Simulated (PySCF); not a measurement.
**B2 (SMILES B#B) at UHF/6-311++G(2d,2p) (Cartesian functions, NVE dynamics)**

Aim: a short trajectory of B2. 

The calculation is run with PySCF 2.14.0.

1 further run of the same task is left out (set aside as unsound or not needed).

## 1. Starting point

The species is B2 (2 atoms), meant as a triplet with charge 0. SMILES: `B#B`. The coordinates come from a GFN2-xTB relaxation. The run starts from this shape.

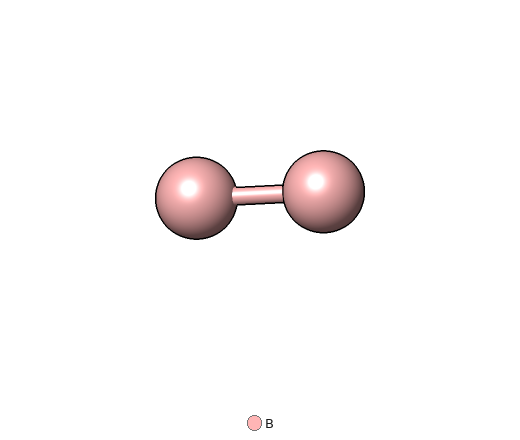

The structure, seen from a chosen angle (boron pink).

## 2. Molecular dynamics at UHF/6-311++G(2d,2p) (Cartesian functions, NVE dynamics)

input.py reads:

```python
import numpy
from pyscf import gto, scf
from pyscf import md

system = gto.M(
    atom=[
    ('B', (0.000000, 0.000000, 0.000000)),
    ('B', (0.000000, 0.000000, 1.405120)),
],
    verbose=3,
    basis='6-311++g(2d,2p)',
    spin=2,
    cart=True,
    max_memory=1860,
)

hf = scf.UHF(system)
hf.max_cycle = 100
hf = hf.newton()
veloc = md.distributions.MaxwellBoltzmannVelocity(system, T=300, rng=numpy.random.default_rng(542))
frames = []
dyn = md.integrators.VelocityVerlet(hf.nuc_grad_method().as_scanner(), dt=41.3, steps=25, veloc=veloc, incore_anyway=True, frames=frames)
dyn.run()
print('time (au)  E_pot  E_kin  E_tot')
for f in frames:
    print('%8.1f %15.8f %12.8f %15.8f' % (f.time, f.epot, f.ekin, f.etot))
```

The run is started by

```bash
$ OMP_NUM_THREADS=1 python input.py
```

The log of the run:

```text
BOMD Time 0.00

WARN: HOMO -0.119296126844829 >= LUMO -0.119296126844836

[... 30 lines left out ...]
----------- VelocityVerlet final geometry -----------
[... 67 lines left out ...]
------------ VelocityVerlet final velocity -----------
[... 72 lines left out ...]
converged SCF energy = -49.0891464095961  <S^2> = 2.012563  2S+1 = 3.0083637
[... 68 lines left out ...]
----------- VelocityVerlet final geometry -----------
[... 67 lines left out ...]
------------ VelocityVerlet final velocity -----------
[... 72 lines left out ...]
converged SCF energy = -49.0649406547984  <S^2> = 2.0196161  2S+1 = 3.013049
[... 68 lines left out ...]
----------- VelocityVerlet final geometry -----------
[... 67 lines left out ...]
------------ VelocityVerlet final velocity -----------
[... 12 lines left out ...]
   991.2    -49.06547000   0.00323046    -49.06223954
```

It took 20 s on 1 thread of Arm Neoverse V1, shared host; peak memory 0.13 GiB.

Step by step:

```
step  potential energy change (eV)
   0                        0.0000
   1                       -0.0566
   2                       -0.1944
   3                       -0.3684
   4                       -0.5314
   5                       -0.6510
   6                       -0.7150
   7                       -0.7263
   8                       -0.6958
   9                       -0.6366
  10                       -0.5606
  11                       -0.4770
  12                       -0.3927
  13                       -0.3121
  14                       -0.2383
  15                       -0.1731
  16                       -0.1175
  17                       -0.0721
  18                       -0.0371
  19                       -0.0128
  20                        0.0008
  21                        0.0037
  22                       -0.0040
  23                       -0.0225
  24                       -0.0516
```

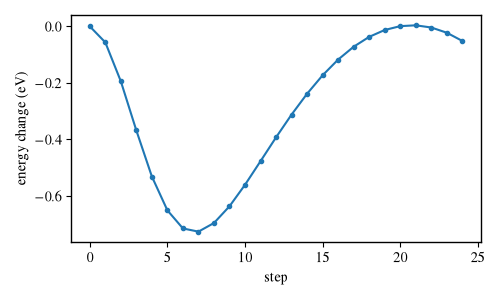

Energy along the run.
